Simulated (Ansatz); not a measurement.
# GeSiH4F (SMILES F[SiH][GeH3]): UCCSD/def2-SVPD

What is the electronic atomisation energy of GeSiH4F at UCCSD/def2-SVPD? 

The calculation is run with Ansatz 0.2.0.

33 further runs of the same task are left out: 33 set aside as unsound or not needed. Runs told in other sessions of the task aren't counted.

## 1. Starting point

The species is GeSiH4F (7 atoms), meant as a doublet with charge 0. As SMILES, `F[SiH][GeH3]`. The shape is that of a PBE0-D4/def2-TZVP optimisation.

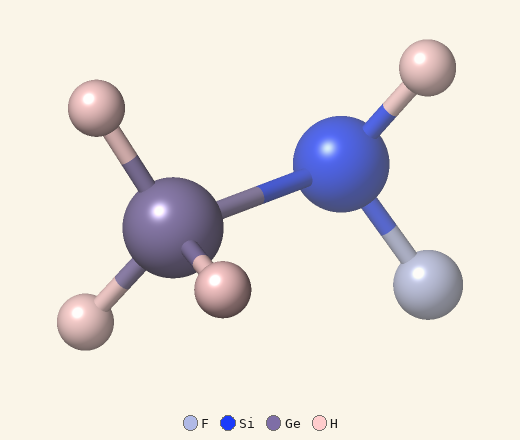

Viewed from a chosen angle; fluorine light blue, silicon blue, germanium purple, hydrogen pink.

## 2. The energy at UCCSD/def2-SVPD

Contents of job.yaml:

```yaml
crystal:
  periodic: [false, false, false]
  atoms:
    - {symbol: F, position_ang: [-0.828200, -1.797600, 1.409500]}
    - {symbol: Si, position_ang: [-0.880400, -1.140500, -0.059400]}
    - {symbol: Ge, position_ang: [0.333800, 0.913400, -0.081600]}
    - {symbol: H, position_ang: [-0.325400, -2.158700, -1.001700]}
    - {symbol: H, position_ang: [0.289700, 1.465200, -1.516000]}
    - {symbol: H, position_ang: [-0.331000, 1.924700, 0.863100]}
    - {symbol: H, position_ang: [1.802700, 0.725500, 0.340400]}
basis:
  gaussian:
    orbitals: def2-SVPD
scf:
  omitted_lower_state_checks: [cluster_reference, increment]
magnetization:
  spin_polarized: true
  initial_magnetization: 1
correlation:
  method: ccsd
  frozen_orbitals: {F: 1, Ge: 9, H: 0, Si: 5}
accuracy: high
```

The run is started by

```
$ ansatz run job.yaml --threads 1 --pin off --max-ram 3480MiB --events-out events.jsonl --progress --plain --runs-dir runs
```

The log of the run:

```text
Warning: RAYON_NUM_THREADS=1 ignored (pool sized by the plan → 1); use --threads N
[... 12 lines left out ...]
15 core orbitals not correlated: weight in the atoms' cores, before any rotation towards them, 1.000 or more for the frozen orbitals, at most 0.000 for the correlated occupied ones
[... 27 lines left out ...]
Total energy: -67108.70674018 eV, -2466.1994847863 hartree
Checks for a lower state left out: cluster_reference, increment
```

Run time: 4.4 min. Hardware: 1 thread of Arm Neoverse N1, shared host; peak memory 2.1 GiB.

## 3. The F atom, same level

Contents of molecule.yaml:

```yaml
crystal:
  periodic: [false, false, false]
  atoms:
    - {symbol: F, position_ang: [0.000000, 0.000000, 0.000000]}
basis:
  gaussian:
    orbitals: def2-SVPD
magnetization:
  spin_polarized: true
  initial_magnetization: 1
correlation:
  method: ccsd
  frozen_orbitals: {F: 1}
accuracy: high
scf:
  omitted_lower_state_checks: [cluster_reference, increment]
```

The run is started by

```
$ ansatz run molecule.yaml --threads 1 --pin off --max-ram 3480MiB --events-out events.jsonl --progress --plain --runs-dir runs
```

The log of the run:

```text
Warning: RAYON_NUM_THREADS=1 ignored (pool sized by the plan → 1); use --threads N
[... 13 lines left out ...]
1 core orbitals not correlated: weight in the atoms' cores, before any rotation towards them, 1.000 or more for the frozen orbitals, at most 0.000 for the correlated occupied ones
[... 20 lines left out ...]
Total energy: -2706.10815014 eV, -99.4476402517 hartree
Checks for a lower state left out: cluster_reference, increment
```

It took 0.44 s on 1 thread of Arm Neoverse N1, shared host.

## 4. The Ge atom at the same level

Contents of in.yaml:

```yaml
crystal:
  periodic: [false, false, false]
  atoms:
    - symbol: Ge
      position_ang: [0.000000, 0.000000, 0.000000]
basis:
  gaussian:
    orbitals: def2-SVPD
correlation:
  method: ccsd
  frozen_orbitals: {Ge: 9}
magnetization:
  spin_polarized: true
  initial_magnetization: 2
accuracy: high
scf:
  omitted_lower_state_checks: [cluster_reference, increment]
```

Run the same way, it converges to -2075.23758 Eh (log not shown).

## 5. The H atom: the energy at UHF/def2-SVPD

Contents of job.yaml:

```yaml
crystal:
  periodic: [false, false, false]
  atoms:
    - {symbol: H, position_ang: [0.000000, 0.000000, 0.000000]}
basis:
  gaussian: {orbitals: def2-SVPD}
magnetization: {spin_polarized: true, initial_magnetization: 1}
hamiltonian: {xc: hf}
accuracy: high
```

Run the same way, it converges to -0.49928 Eh (log not shown).

## 6. The Si atom, same level

Contents of job.yaml:

```yaml
crystal:
  periodic: [false, false, false]
  atoms:
    - {symbol: Si, position_ang: [0.000000, 0.000000, 0.000000]}
basis:
  gaussian: {orbitals: def2-SVPD}
magnetization: {spin_polarized: true, initial_magnetization: 2}
correlation: {method: ccsd, frozen_orbitals: {Si: 5}}
accuracy: high
scf: {omitted_lower_state_checks: [cluster_reference, increment]}
```

The run is started by

```
$ ansatz run job.yaml --threads 1 --pin off --max-ram 3480MiB --events-out events.jsonl --progress --plain --runs-dir runs
```

The log of the run:

```text
Warning: RAYON_NUM_THREADS=1 ignored (pool sized by the plan → 1); use --threads N
[... 13 lines left out ...]
5 core orbitals not correlated: weight in the atoms' cores, before any rotation towards them, 1.000 or more for the frozen orbitals, at most 0.000 for the correlated occupied ones
[... 19 lines left out ...]
Total energy: -7859.20532132 eV, -288.8204683979 hartree
Checks for a lower state left out: cluster_reference, increment
```

Run time: 0.36 s. Hardware: 1 thread of Arm Neoverse N1, shared host.

## 7. Results

At UCCSD/def2-SVPD, 15 core orbitals frozen:

| quantity | value |
| --- | --- |
| molecule: total energy | -2466.19948 Eh |
| molecule: correlation energy (15 core orbitals frozen) | -548.0 mEh |
| molecule: ⟨S²⟩ of the reference determinant | 0.757 |
| molecule: T1 diagnostic | 0.014 |
| F atom: total energy | -99.44764 Eh |
| F atom: correlation energy (1 core orbital frozen) | -158.0 mEh |
| F atom: ⟨S²⟩ of the reference determinant | 0.754 |
| F atom: T1 diagnostic | 0.010 |
| Ge atom: total energy | -2075.23758 Eh |
| Ge atom: correlation energy (9 core orbitals frozen) | -179.1 mEh |
| Ge atom: ⟨S²⟩ of the reference determinant | 2.011 |
| Ge atom: T1 diagnostic | 0.008 |
| H atom: total energy | -0.49928 Eh |
| H atom: ⟨S²⟩ | 0.750 |
| Si atom: total energy | -288.82047 Eh |
| Si atom: correlation energy (5 core orbitals frozen) | -66.2 mEh |
| Si atom: ⟨S²⟩ of the reference determinant | 2.014 |
| Si atom: T1 diagnostic | 0.011 |
| electronic atomisation energy | 18.958 eV |

In words: Taking the molecule apart into free atoms costs 18.96 eV (1829 kJ/mol), before zero-point energy and without spin-orbit coupling.
